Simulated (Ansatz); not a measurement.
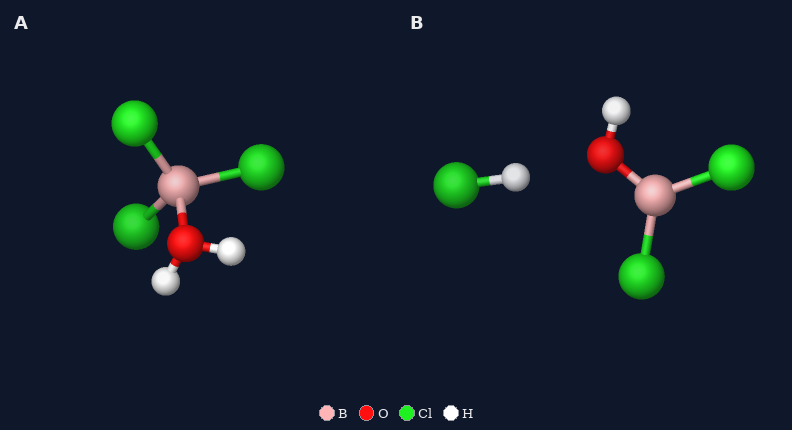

2 stationary structures of one formula. Geometries: PBE0-D4/def2-TZVP. Electronic energies: CCSD(T)/CBS (MP2 limit from def2-TZVPP and def2-QZVPP plus CCSD(T) − MP2) (Ansatz 0.2.0), without zero-point energy. Each is one conformer, not always the lowest.

Which is lowest in energy, and by how much?

Answer. B is lowest (Cs, a minimum); A lies 0.367 eV above it (a saddle point of order 1).
